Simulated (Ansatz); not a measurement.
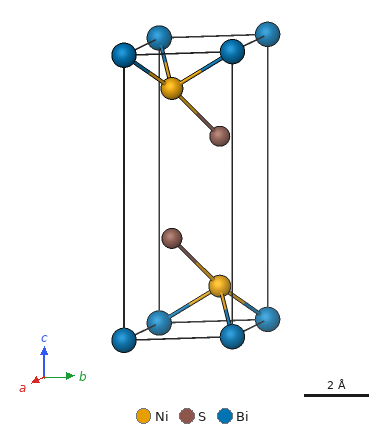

Shown here is a ball-and-stick view of the crystal, taken slightly off an axis. The simulation cell is drawn as a box.

```
CELL_PARAMETERS angstrom
3.46164 0.00000 0.00000
-1.73082 2.99786 0.00000
0.00000 0.00000 9.05065
ATOMIC_POSITIONS crystal
Ni 0.33330 0.66670 0.14100
Ni 0.66670 0.33330 0.85900
S 0.33330 0.66670 0.66700
S 0.66670 0.33330 0.33300
Bi 0.00000 0.00000 0.00000
```

Method used: DFT, PAW plane waves, PBEsol in Ansatz 0.2.0. It ran with plane waves up to 420 eV, the zone sampled with 9×9×3 points, Fermi-Dirac smearing of 0.1 eV, spinor wavefunctions.

**What net charge does each kind of atom have (Bader)?**

Ni +0.13 e; Bi +0.45 e; S -0.35 e.

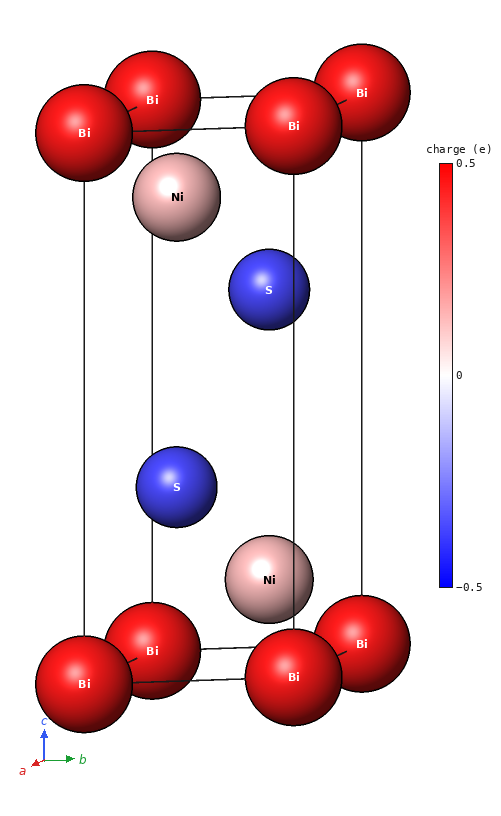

The atoms coloured by those charges.

This is a generated cell, made by putting these elements into a known structure type (the compound may or may not exist in this form), not relaxed. An electronic-structure calculation with Ansatz was run on it.

At this level of theory the cell isn't at rest (compressed, at 6 GPa and forces up to 5.1 eV/Å), so its distances can differ from those at equilibrium, the more so the softer the solid.
